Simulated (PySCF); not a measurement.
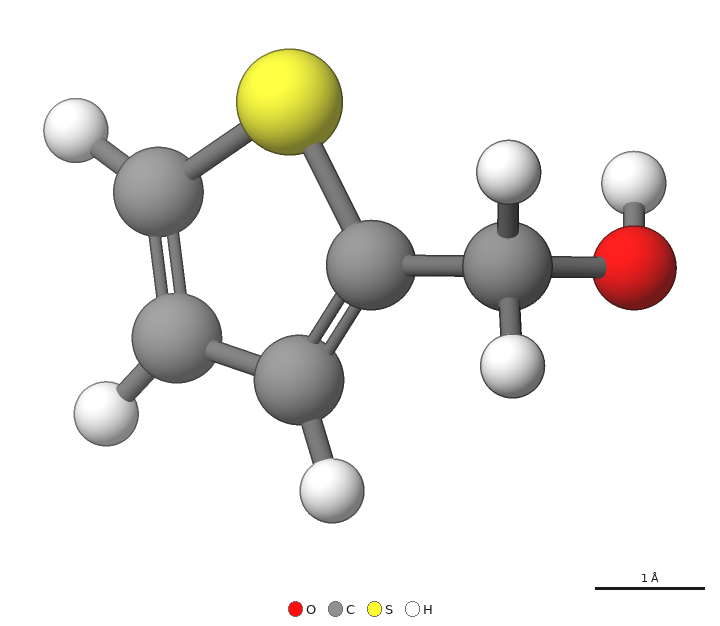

Double and triple bonds are drawn as two and three sticks.

Computed geometry: GFN2-xTB optimisation. No frequency run is at hand to confirm it as a minimum.

Question: Which formula does it have?

Answer: C5H6OS, 13 atoms: 5 carbon, 6 hydrogen, 1 oxygen and 1 sulfur.

Question: Name some functional groups or characteristic bonds that it holds.

Answer: Among them: alcohol.

Question: Does it have rings?

Answer: Independent rings (smallest set): 1 of 5 members, 1 of them aromatic.

Question: Write the SMILES.

Answer: OCc1cccs1

Question: Count the bonded pairs by element.

Answer: 5 C–H, 4 C–C, 2 C–S, 1 C–O, 1 O–H.

More results for the same structure follow; atom numbers are the same in all pictures, views and colours differ.

Symmetry

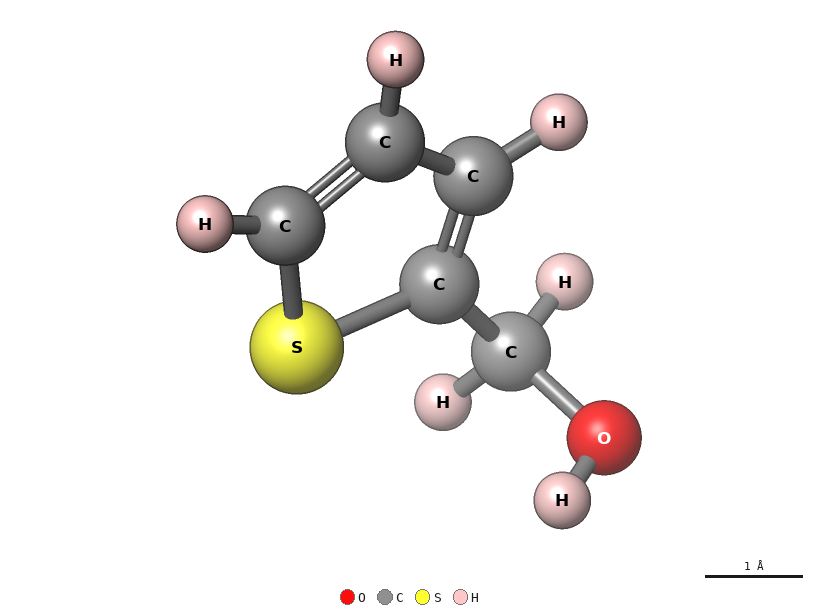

Distant atoms are faded towards the background colour. No frequency run is at hand to confirm it as a minimum. Masses are those of the most abundant isotopes; constants are for the rigid equilibrium geometry.

Question: Classify the rotor and give the rotational constants (cm⁻¹).

Answer: An asymmetric top (C1): A = 0.151, B = 0.0573, C = 0.0453 cm⁻¹. Ray's parameter κ is −0.77, nearer the prolate limit.

Dipole moment

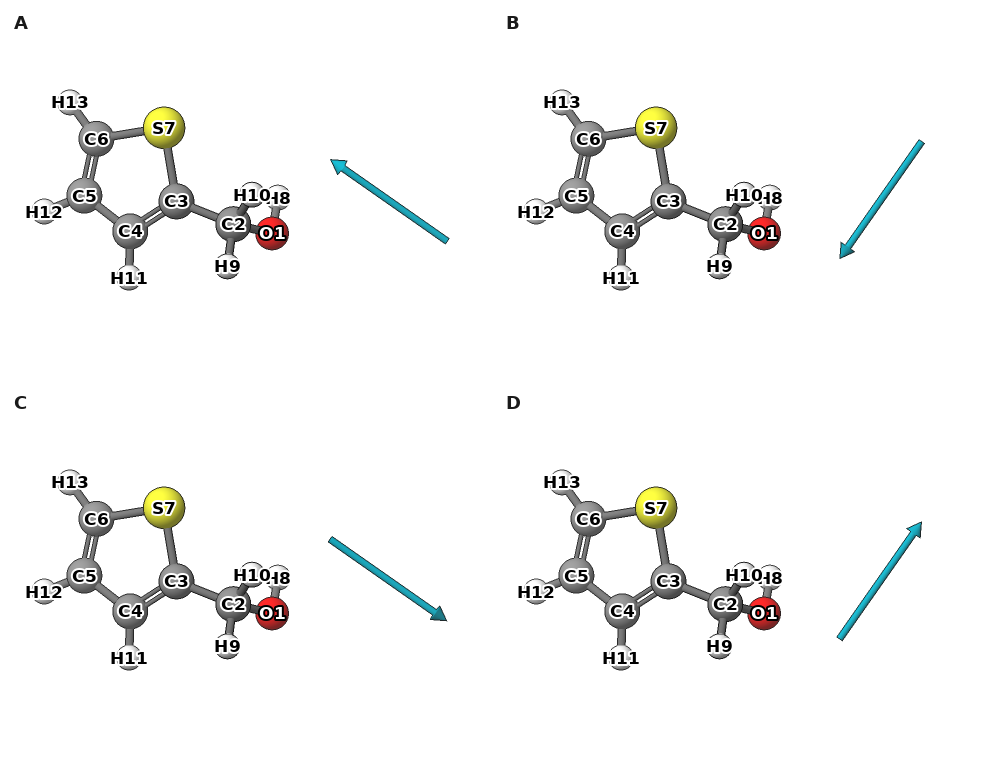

The same molecule four times, each with an arrow. No frequency run is at hand to confirm it as a minimum. Method: ωB97X-D/def2-SVPD, gas phase (PySCF 2.14.0).

Question: Which arrow points along the dipole moment, from the negative to the positive end?

Answer: A. The dipole moment is 1.43 D; it points from the side of O1 to the side of H13 (the outermost atoms at the two ends).

Excitation

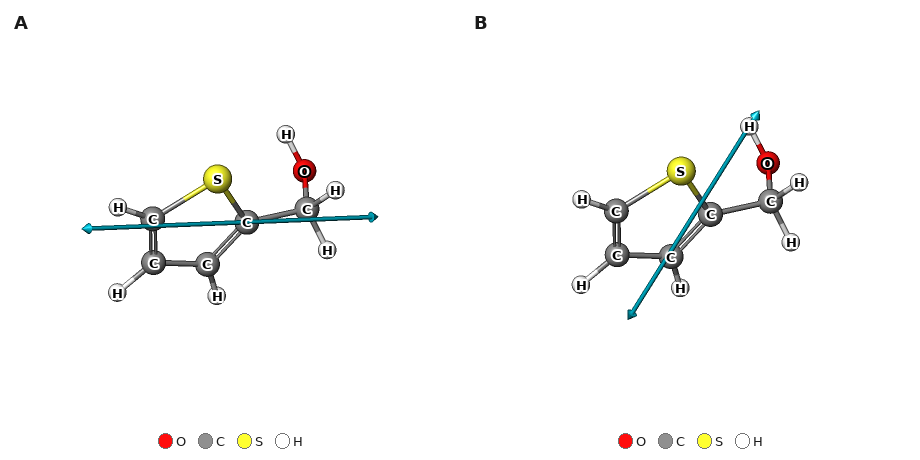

The double arrows show the directions of two transition dipoles from the ground state (lengths mean nothing). No frequency run is at hand to confirm it as a minimum. Level of theory: TDDFT ωB97X-D/def2-SVPD, vertical, gas phase, core orbitals frozen in the response (PySCF 2.14.0).

Question: One belongs to singlet state 1 and one to singlet state 2. Which is which?

Answer: A: state 1, 5.69 eV (218 nm), oscillator strength 0.14, mainly HOMO → LUMO (weight 0.94).
B: state 2, 5.91 eV (210 nm), oscillator strength 0.082, mainly HOMO−1 → LUMO (weight 0.82).

Polarisability

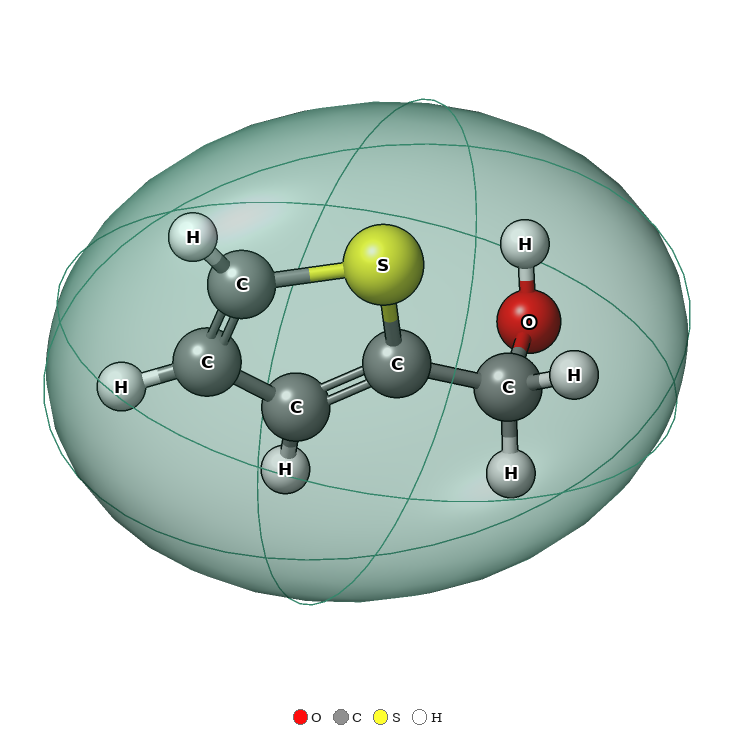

The ellipsoid shows the static dipole polarisability: its half-axes are proportional to the principal values. No frequency run is at hand to confirm it as a minimum. Computed with ωB97X-D/def2-SVPD (PySCF 2.14.0).

Question: How large and how anisotropic is the polarisability?

Answer: Principal values 57.1, 84.7, 94.1 bohr³; mean 78.6 bohr³ (11.65 Å³); anisotropy 33.3 bohr³, so the longest axis is 1.65 times the shortest.
